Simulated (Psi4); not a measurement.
# AlF3 (SMILES F[Al](F)F): M06-2X/6-311+G(d,p)

Aim: the energy change on altering one bond length of AlF3 at M06-2X/6-311+G**, from 2 runs. 

Program for the calculation: Psi4 1.11.

**1. The structure to begin with**

AlF3: 4 atoms, total charge 0, spin state singlet. SMILES: `F[Al](F)F`. Geometry: relaxed at PBE0-D4/def2-TZVP.

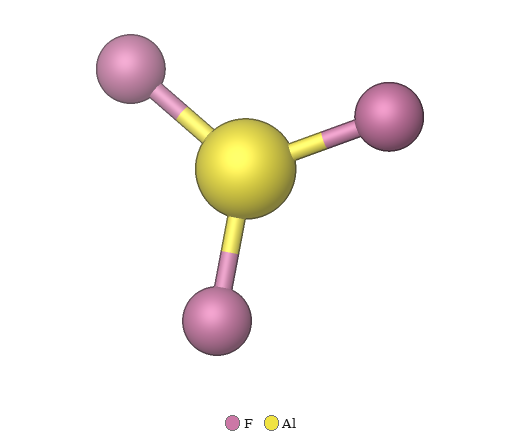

The structure, seen from a chosen angle (fluorine pink, aluminium yellow).

**2. Energy and forces at M06-2X/6-311+G(d,p)**

Contents of input.in:

```
memory 2200 mb

molecule {
  0 1
  F      0.859410    -0.722590     1.180170
  Al     0.000000    -0.000010     0.000000
  F     -1.440740    -0.612530    -0.450110
  F      0.581330     1.335130    -0.730040
  symmetry c1
  no_reorient
  no_com
}

set basis 6-311+G**
set reference rks
set puream true
set e_convergence 1e-09
set d_convergence 1e-08
set scf_type pk
set dft_radial_points 99
set dft_spherical_points 590

result, w = gradient("m06-2x", return_wfn=True)
oeprop(w, "WIBERG_LOWDIN_INDICES", "MULLIKEN_CHARGES", "DIPOLE")
```

Launch:

```console
$ psi4 -i input.in -o input.out -n 1
```

input.out, shortened:

```text
[...]
  Running in c1 symmetry.
[...]
  Nuclear repulsion =  159.600526153884999
[...]
  Multiplicity = 1
[...]
  Nalpha       = 20
  Nbeta        = 20
[...]
    Number of basis functions: 96
[...]
   @RKS iter   1:  -541.97748005207927   -8.99677e-01   7.96426e-03 ADIIS/DIIS
[...]
   @RKS iter  10:  -542.16129322192432   -1.48930e-11   4.70775e-09 DIIS
[...]
    Orbital Energies [Eh]
    ---------------------
    Doubly Occupied:
       1A    -56.923432     2A    -25.239982     3A    -25.239972
       4A    -25.239966     5A     -4.456792     6A     -2.963947
       7A     -2.961036     8A     -2.961036     9A     -1.335238
      10A     -1.322856    11A     -1.322852    12A     -0.616680
      13A     -0.574201    14A     -0.574196    15A     -0.552789
      16A     -0.541578    17A     -0.541570    18A     -0.532485
      19A     -0.532481    20A     -0.514963
[...]
  @RKS Final Energy:  -542.16129322192432
   => Energetics <=
    Nuclear Repulsion Energy =            159.6005261538849993
    One-Electron Energy =               -1073.9138596395573586
    Two-Electron Energy =                 396.1069393733640709
    DFT Exchange-Correlation Energy =     -23.9548991096159902
    Empirical Dispersion Energy =           0.0000000000000000
    VV10 Nonlocal Energy =                  0.0000000000000000
    Total Energy =                       -542.1612932219243248
[...]
  -Total Gradient:
     Atom            X                  Y                   Z
    ------   -----------------  -----------------  -----------------
       1       -0.005359555210     0.004605554135    -0.007442456188
       2        0.000004346739     0.000006942486    -0.000004662338
       3        0.009177448152     0.003935907677     0.002839210504
       4       -0.003620932311    -0.008364823067     0.004588690998
[...]
 Multipole Moments:
 ------------------------------------------------------------------------------------
     Multipole            Electronic (a.u.)      Nuclear  (a.u.)        Total (a.u.)
 ------------------------------------------------------------------------------------
 L = 1.  Multiply by 2.5417464519 to convert [e a0] to [Debye]
 Dipole X            :          0.0000017            0.0000000            0.0000017
 Dipole Y            :          0.0000608           -0.0000756           -0.0000148
 Dipole Z            :         -0.0003853            0.0003402           -0.0000451
 Magnitude           :                                                    0.0000475
[...]
  Mulliken Charges: (a.u.)
   Center  Symbol    Alpha    Beta     Spin     Total
       1     F     4.63940  4.63940  0.00000 -0.27879
       2    AL     6.08183  6.08183  0.00000  0.83635
       3     F     4.63940  4.63940  0.00000 -0.27880
       4     F     4.63938  4.63938  0.00000 -0.27876
   Total alpha = 20.00000, Total beta = 20.00000, Total charge =  0.00000
  Wiberg Bond Indices using Orthogonal Lowdin Orbitals:
[...]
```

It took 51 s on 1 thread of Intel Xeon at 2.50GHz (Skylake/Cascade Lake), shared host; peak memory 0.94 GiB.

**3. The distorted shape, same level**

Contents of alf3.inp:

```
memory 2200 mb

molecule m {
  0 1
  F
  Al 1 r2
  F 2 r3 1 a3
  F 2 r4 1 a4 3 d4

  r2 = 1.628959
  r3 = 2.4434
  a3 = 120.00107
  r4 = 1.628957
  a4 = 119.99909
  d4 = 179.99853
  units angstrom
  symmetry c1
  no_reorient
  no_com
}

set puream true
set e_convergence 1e-09
set d_convergence 1e-08
set scf_type pk
set dft_radial_points 99
set dft_spherical_points 590

e_tot, wfn = gradient('m06-2x/6-311+G**', return_wfn=True)
oeprop(wfn, 'MULLIKEN_CHARGES', 'DIPOLE', 'MAYER_INDICES', title='M06-2X')
```

Launch:

```console
$ psi4 alf3.inp alf3.out -n 1
```

alf3.out, shortened:

```text
[...]
  Running in c1 symmetry.
[...]
  Nuclear repulsion =  140.694603120571230
[...]
  Multiplicity = 1
[...]
  Nalpha       = 20
  Nbeta        = 20
[...]
    Number of basis functions: 96
[...]
   @RKS iter   1:  -541.79152136506968   -9.71253e-01   8.51218e-03 ADIIS/DIIS
[...]
   @RKS iter  13:  -542.03768379303779   -6.82121e-13   7.32207e-10 DIIS
[...]
  @RKS Final Energy:  -542.03768379303779
   => Energetics <=
    Nuclear Repulsion Energy =            140.6946031205712302
    One-Electron Energy =               -1035.5151651995174689
    Two-Electron Energy =                 376.6600768111416642
    DFT Exchange-Correlation Energy =     -23.8771985252331547
    Empirical Dispersion Energy =           0.0000000000000000
    VV10 Nonlocal Energy =                  0.0000000000000000
    Total Energy =                       -542.0376837930377860
[...]
  -Total Gradient:
     Atom            X                  Y                   Z
    ------   -----------------  -----------------  -----------------
       1        0.000000483661     0.005103014629     0.003268860278
       2       -0.000000985357     0.071183617359    -0.041098835408
       3        0.000000207239    -0.076208475537     0.044001192963
       4        0.000000345530    -0.000281007732    -0.006054062003
[...]
 Multipole Moments:
 ------------------------------------------------------------------------------------
     Multipole            Electronic (a.u.)      Nuclear  (a.u.)        Total (a.u.)
 ------------------------------------------------------------------------------------
 L = 1.  Multiply by 2.5417464519 to convert [e a0] to [Debye]
 Dipole X            :         -0.0000332           -0.0000034           -0.0000366
 Dipole Y            :          1.0437959            0.0657923            1.1095882
 Dipole Z            :         -0.6026776           -0.0379885           -0.6406661
 Magnitude           :                                                    1.2812646
[...]
  Mulliken Charges: (a.u.)
   Center  Symbol    Alpha    Beta     Spin     Total
       1     F     4.62406  4.62406  0.00000 -0.24811
       2    AL     5.96628  5.96628  0.00000  1.06744
       3     F     4.78561  4.78561  0.00000 -0.57122
       4     F     4.62405  4.62405  0.00000 -0.24811
   Total alpha = 20.00000, Total beta = 20.00000, Total charge =  0.00000
  Mayer Bond Indices:
[...]
```

Wall time 59 s (1 thread of Intel Xeon at 2.50GHz (Skylake/Cascade Lake), shared host); peak memory 0.91 GiB.

**4. What came out**

Level: M06-2X/6-311+G**.

```
                                                          quantity          value
                                         first shape: total energy  -542.16129 Eh
                                        first shape: dipole moment         0.00 D
                                          first shape: HOMO energy      -14.01 eV
                                          first shape: LUMO energy       -1.36 eV
                                        first shape: HOMO–LUMO gap       12.66 eV
                             first shape: largest force on an atom     0.534 eV/Å
                                     distorted shape: total energy  -542.03768 Eh
                                    distorted shape: dipole moment         3.26 D
                                      distorted shape: HOMO energy      -11.62 eV
                                      distorted shape: LUMO energy       -3.43 eV
                                    distorted shape: HOMO–LUMO gap        8.19 eV
                         distorted shape: largest force on an atom     4.525 eV/Å
energy change with the Al2–F3 bond stretched from 1.629 to 2.443 Å       3.364 eV
```

What this shows: With the Al2–F3 bond stretched from 1.629 to 2.443 Å the energy rises by 3.36 eV (325 kJ/mol). The first shape isn't relaxed at this level, so the change isn't measured from a minimum. The largest force (first shape) is 0.53 eV/Å: the shape isn't a stationary point for this species at this level. Mulliken charges (first shape) run from -0.28 on F3 to +0.84 on Al2; in a basis this large or diffuse they mean little. Mulliken charges (distorted shape) run from -0.57 on F3 to +1.07 on Al2; in a basis this large or diffuse they mean little.
